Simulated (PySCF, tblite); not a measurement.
**C4H5F3O: a rotation path, then NMR shifts on frames**

How do NMR shifts of C4H5F3O (`C=C(CO)C(F)(F)F`) change as the atoms move?

Programs: tblite 0.8.0 and PySCF 2.14.0, with density-fitted response routines of our own. Each step states its level of theory. These are calculated values for one molecule in the gas phase, unless marked as measured. Atoms are numbered from 0 throughout.

### Step 1. Starting geometry

13 atoms, charge 0, multiplicity 1; geometry from: GFN2-xTB.

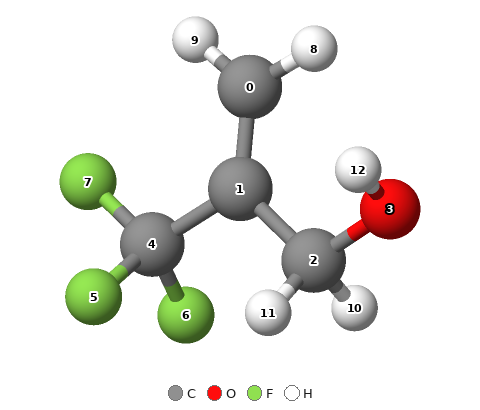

As it starts; carbon grey, oxygen red, fluorine green, hydrogen white, atoms numbered.

### Step 2. A band between two rotamers with GFN2-xTB

Job settings and geometry (Å):

```
{"job": {"kind": "neb", "xc": "GFN2-xTB", "basis": "xTB", "atoms": [2, 1, 4, 7], "turn": 120}, "charge": 0, "multiplicity": 1}
C     -0.550767     1.326555    -0.555900
C     -0.206474     0.121674    -0.133240
C      1.207932    -0.335444     0.138310
O      2.160055     0.680109     0.028042
C     -1.236103    -0.945587     0.120222
F     -1.224771    -1.359256     1.402767
F     -1.015377    -2.043795    -0.624099
F     -2.488382    -0.553863    -0.138004
H      0.201091     2.071538    -0.751278
H     -1.575800     1.598317    -0.736955
H      1.483895    -1.091277    -0.605358
H      1.242386    -0.813020     1.130230
H      1.997927     1.344537     0.707535
```

Level: GFN2-xTB climbing-image nudged elastic band, gas phase.

The run is started by

```sh
OMP_NUM_THREADS=1 python probes_run.py task.json out
```

The driver reads the jobs from task.json and runs them one after another.

The log of the run:

```text
image   E - E0 / eV
  0      -0.0000
  1       0.0043
  2       0.0166
  3       0.0296
  4       0.0365
  5       0.0335
  6       0.0222
  7       0.0084
  8      -0.0002
```

Wall time 6.5 s (1 thread, shared host).

The final band, with the dihedral C2–C1–C4–F7:

```tsv
image	dihedral (°)	energy (eV)	energy (kcal/mol)
0	-179	0.000	0.0
1	-165	0.004	0.1
2	-150	0.017	0.4
3	-135	0.030	0.7
4	-119	0.036	0.8
5	-103	0.033	0.8
6	-88	0.022	0.5
7	-73	0.008	0.2
8	-58	0.000	0.0
```

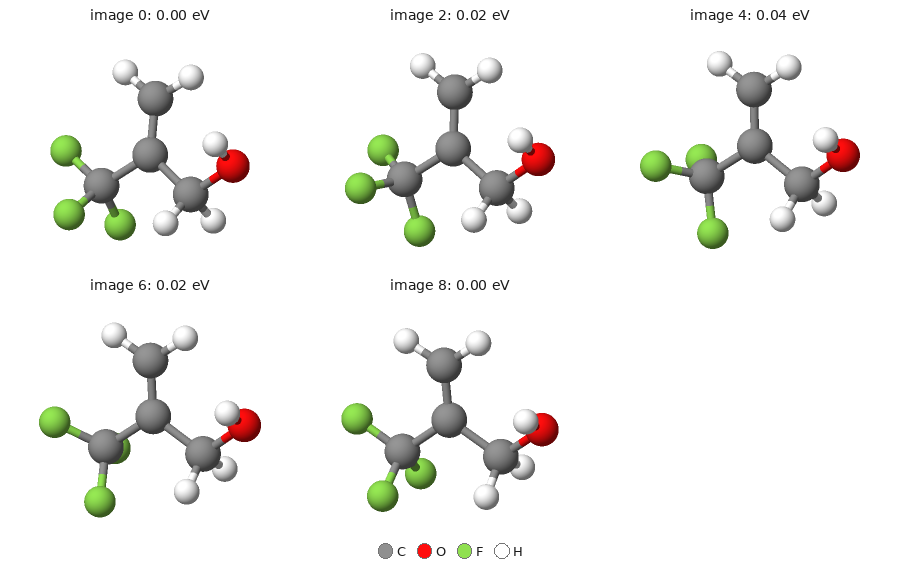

Images along the band.

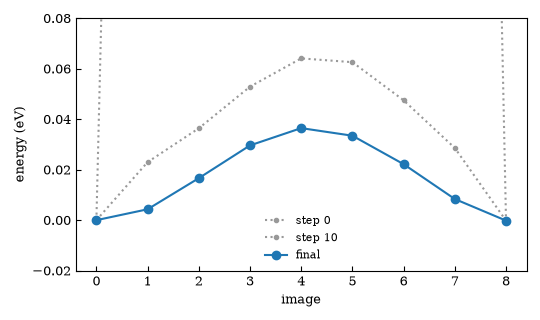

Energy along the band, early and final.

### Step 3. Nuclear shieldings: image 0, PBE0/pcSseg-1

Job settings and geometry (Å):

```
{"job": {"kind": "nmr", "xc": "PBE0", "basis": "pcSseg-1", "pop": false}, "charge": 0, "multiplicity": 1}
C     -0.550800     1.326600    -0.555900
C     -0.206500     0.121700    -0.133200
C      1.207900    -0.335400     0.138300
O      2.160100     0.680100     0.028000
C     -1.236100    -0.945600     0.120200
F     -1.224800    -1.359300     1.402800
F     -1.015400    -2.043800    -0.624100
F     -2.488400    -0.553900    -0.138000
H      0.201100     2.071500    -0.751300
H     -1.575800     1.598300    -0.737000
H      1.483900    -1.091300    -0.605400
H      1.242400    -0.813000     1.130200
H      1.997900     1.344500     0.707500
```

Level: GIAO PBE0/pcSseg-1 NMR shielding, non-relativistic, gas phase.

The log of the run:

```text
coarse grid: 11792 points
cycle   1  E = -529.3120698377  dE =  1.272e+00  |g| = 1.046e+00  |ddm| = 3.211e+00
cycle   2  E = -529.0871134913  dE =  2.250e-01  |g| = 1.591e+00  |ddm| = 1.817e+00
cycle   3  E = -529.4970413685  dE = -4.099e-01  |g| = 1.166e-01  |ddm| = 1.259e+00
cycle   4  E = -529.4991522017  dE = -2.111e-03  |g| = 7.185e-02  |ddm| = 1.546e-01
cycle   5  E = -529.5003685042  dE = -1.216e-03  |g| = 1.462e-02  |ddm| = 6.272e-02
cycle   6  E = -529.5004143596  dE = -4.586e-05  |g| = 3.946e-03  |ddm| = 1.364e-02
cycle   7  E = -529.5004179939  dE = -3.634e-06  |g| = 5.799e-04  |ddm| = 4.135e-03
final grid: 117712 points
cycle   8  E = -529.5775099925  dE = -4.851e-05  |g| = 8.781e-03  |ddm| = 2.844e-02
cycle   9  E = -529.5774986164  dE =  1.138e-05  |g| = 1.215e-02  |ddm| = 1.553e-02
cycle  10  E = -529.5775251792  dE = -2.656e-05  |g| = 1.078e-03  |ddm| = 9.023e-03
cycle  11  E = -529.5775253996  dE = -2.204e-07  |g| = 3.516e-04  |ddm| = 1.046e-03
cycle  12  E = -529.5775254242  dE = -2.461e-08  |g| = 1.522e-04  |ddm| = 3.797e-04
cycle  13  E = -529.5775254296  dE = -5.391e-09  |g| = 2.575e-05  |ddm| = 1.433e-04
cycle  14  E = -529.5775254297  dE = -1.264e-10  |g| = 8.079e-06  |ddm| = 2.677e-05
converged SCF energy = -529.5775254297

GIAO shielding tensors (ppm)
atom      isotropic    diamagn.    paramagn.     s11        s22        s33       span
  0 C       65.859     251.619    -185.760    -46.852     61.285    183.144    229.995
  1 C       36.072     267.288    -231.216    -77.517     52.745    132.987    210.504
  2 C      121.694     240.314    -118.620    100.946    109.845    154.290     53.344
  3 O      313.179     386.848     -73.669    274.256    295.271    370.010     95.754
  4 C       54.711     240.616    -185.905     50.717     51.494     61.921     11.204
  5 F      252.679     474.229    -221.550    163.305    251.303    343.429    180.125
  6 F      253.149     473.742    -220.593    164.909    253.612    340.928    176.018
  7 F      265.432     472.847    -207.415    183.100    262.424    350.773    167.674
  8 H       25.789      31.120      -5.331     23.271     24.276     29.820      6.548
  9 H       25.476      30.352      -4.875     22.456     23.922     30.051      7.594
 10 H       27.017      27.735      -0.718     21.741     28.324     30.986      9.245
 11 H       27.001      28.670      -1.669     21.186     28.214     31.603     10.417
 12 H       31.419      32.117      -0.698     23.030     28.261     42.968     19.938
```

It took 63 s on 1 thread, shared host.

The references, computed at this level on geometries of the same kind, shield at (ppm): ¹H TMS 31.72, ¹³C TMS 186.9, ¹⁹F CFCl3 170.9, ¹⁷O H2O 336.1. Their shielding less the atom's gives the shift. The references are single molecules in the gas phase, so shifts against H2O, NH3, PH3, H3PO4 or CFCl3 are not on the usual liquid scales and can be off by tens of ppm. Each atom is listed at this fixed geometry, with no averaging over motion; a spectrum would average atoms that exchange fast.

```tsv
atoms	environment	σ (ppm)	δ (ppm)
C1	fully substituted alkene carbon	36.1	150.9
C4	CF3 carbon	54.7	132.2
C0	terminal =CH2 carbon	65.9	121.1
C2	allylic sp3 CH2 bonded to O	121.7	65.2
H9	hydrogen on a terminal =CH2 carbon	25.48	6.24
H8	hydrogen on a terminal =CH2 carbon	25.79	5.93
H11	hydrogen on an allylic sp3 CH2 bonded to O	27.00	4.72
H10	hydrogen on an allylic sp3 CH2 bonded to O	27.02	4.70
H12	hydrogen on an alcohol oxygen	31.42	0.30
O3	alcohol oxygen	313.2	22.9
F5	fluorine of a CF3 group	252.7	-81.7
F6	fluorine of a CF3 group	253.1	-82.2
F7	fluorine of a CF3 group	265.4	-94.5
```

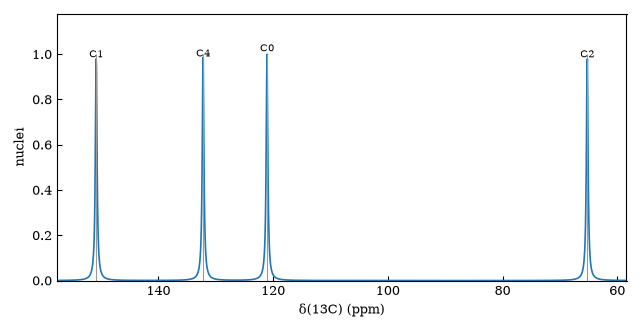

¹³C lines at the computed shifts, without couplings. Lines are broadened to a width of 0.34 ppm (Lorentzian).

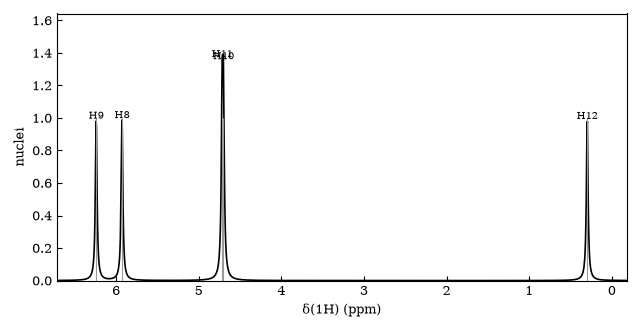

¹H lines at the computed shifts, without couplings. Lines are broadened to a width of 0.02 ppm (Lorentzian).

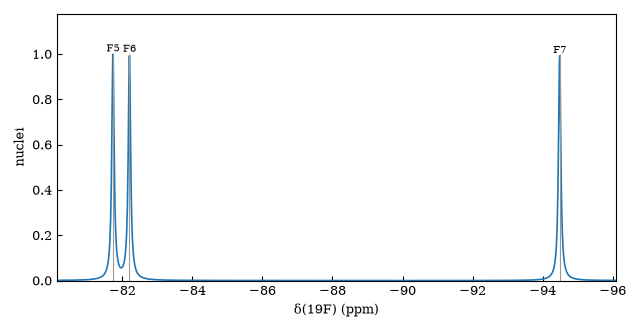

¹⁹F lines at the computed shifts, without couplings. Lines are broadened to a width of 0.08 ppm (Lorentzian).

Orbitals, density, ELF and potential are computed afterwards from the orbital file.

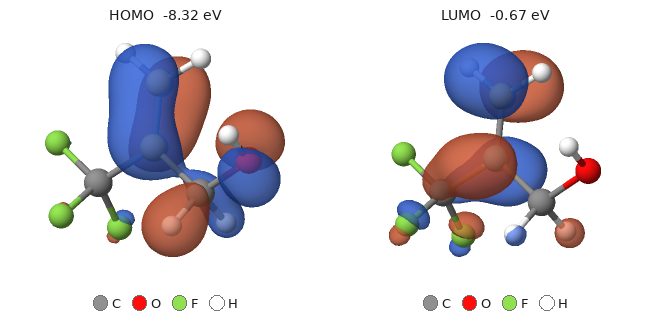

Frontier orbitals at PBE0/pcSseg-1; each surface holds 70 % of the orbital's density, blue and red mark the sign.

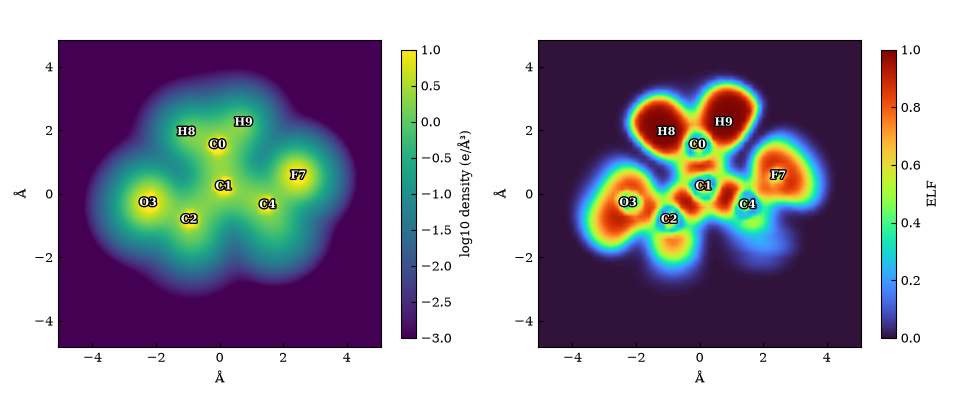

Density (left) and ELF (right) in a plane through or near 8 of the atoms.

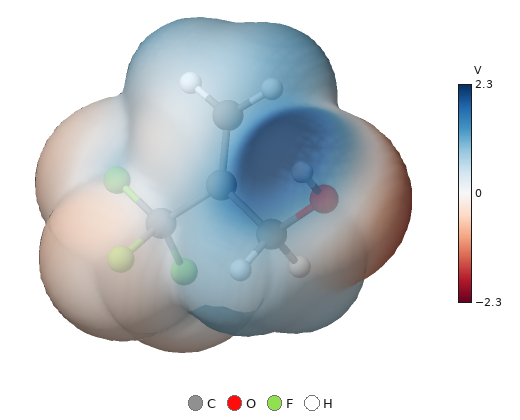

The potential that a unit positive charge feels on the 0.002 e/bohr³ surface, from the 1st to the 99th percentile, from -1.25 V near O3 to 2.30 V near H12.

### Step 4. Nuclear shieldings: image 2, PBE0/pcSseg-1

Job settings and geometry (Å):

```
{"job": {"kind": "nmr", "xc": "PBE0", "basis": "pcSseg-1", "pop": false}, "charge": 0, "multiplicity": 1}
C     -0.566500     1.357500    -0.415700
C     -0.203700     0.118600    -0.126000
C      1.222200    -0.354100     0.033200
O      2.168100     0.667400    -0.060300
C     -1.237900    -0.948100     0.118800
F     -1.612400    -0.985600     1.414300
F     -0.791900    -2.180800    -0.170700
F     -2.357200    -0.768300    -0.592600
H      0.175900     2.118200    -0.586500
H     -1.598400     1.647500    -0.513100
H      1.451100    -1.059800    -0.772800
H      1.311300    -0.898600     0.987100
H      2.035100     1.286500     0.666500
```

With the program's defaults for keys left out, this is: GIAO PBE0/pcSseg-1 NMR shielding, non-relativistic, gas phase.

The log of the run:

```text
coarse grid: 11792 points
cycle   1  E = -529.3097552892  dE =  1.273e+00  |g| = 1.048e+00  |ddm| = 3.208e+00
cycle   2  E = -529.0833577779  dE =  2.264e-01  |g| = 1.595e+00  |ddm| = 1.824e+00
cycle   3  E = -529.4953166750  dE = -4.120e-01  |g| = 1.181e-01  |ddm| = 1.263e+00
cycle   4  E = -529.4974912959  dE = -2.175e-03  |g| = 7.252e-02  |ddm| = 1.555e-01
cycle   5  E = -529.4987335454  dE = -1.242e-03  |g| = 1.477e-02  |ddm| = 6.260e-02
cycle   6  E = -529.4987809343  dE = -4.739e-05  |g| = 3.893e-03  |ddm| = 1.389e-02
cycle   7  E = -529.4987845530  dE = -3.619e-06  |g| = 5.402e-04  |ddm| = 4.131e-03
final grid: 117712 points
cycle   8  E = -529.5757909161  dE = -4.921e-05  |g| = 8.968e-03  |ddm| = 2.958e-02
cycle   9  E = -529.5757789607  dE =  1.196e-05  |g| = 1.243e-02  |ddm| = 1.589e-02
cycle  10  E = -529.5758066466  dE = -2.769e-05  |g| = 1.100e-03  |ddm| = 9.269e-03
cycle  11  E = -529.5758068801  dE = -2.335e-07  |g| = 3.635e-04  |ddm| = 1.077e-03
cycle  12  E = -529.5758069069  dE = -2.678e-08  |g| = 1.532e-04  |ddm| = 3.874e-04
cycle  13  E = -529.5758069124  dE = -5.484e-09  |g| = 2.501e-05  |ddm| = 1.423e-04
cycle  14  E = -529.5758069125  dE = -1.229e-10  |g| = 7.789e-06  |ddm| = 2.690e-05
converged SCF energy = -529.5758069125

GIAO shielding tensors (ppm)
atom      isotropic    diamagn.    paramagn.     s11        s22        s33       span
  0 C       64.697     251.692    -186.995    -50.200     61.419    182.872    233.071
  1 C       34.559     266.943    -232.384    -78.870     49.914    132.634    211.504
  2 C      121.114     240.474    -119.360    100.522    107.828    154.992     54.470
  3 O      311.912     386.862     -74.950    272.689    293.629    369.418     96.729
  4 C       54.563     240.325    -185.763     49.087     52.022     62.578     13.491
  5 F      239.452     474.172    -234.720    153.493    228.950    335.911    182.418
  6 F      265.586     473.766    -208.180    183.274    266.583    346.900    163.626
  7 F      254.713     473.024    -218.310    179.259    239.481    345.400    166.142
  8 H       25.771      31.186      -5.415     23.086     24.393     29.833      6.748
  9 H       25.493      30.085      -4.592     22.099     24.284     30.095      7.996
 10 H       26.972      27.938      -0.966     21.644     28.262     31.012      9.368
 11 H       27.091      28.791      -1.700     21.552     28.405     31.315      9.763
 12 H       31.440      32.169      -0.729     23.022     28.354     42.943     19.921
```

Run time: 46 s. Hardware: 1 thread, shared host.

In short: δ C1 152.4, C4 132.4, C0 122.2, C2 65.8, H9 6.22, H8 5.95 ppm.

[end of part 1 of 2]
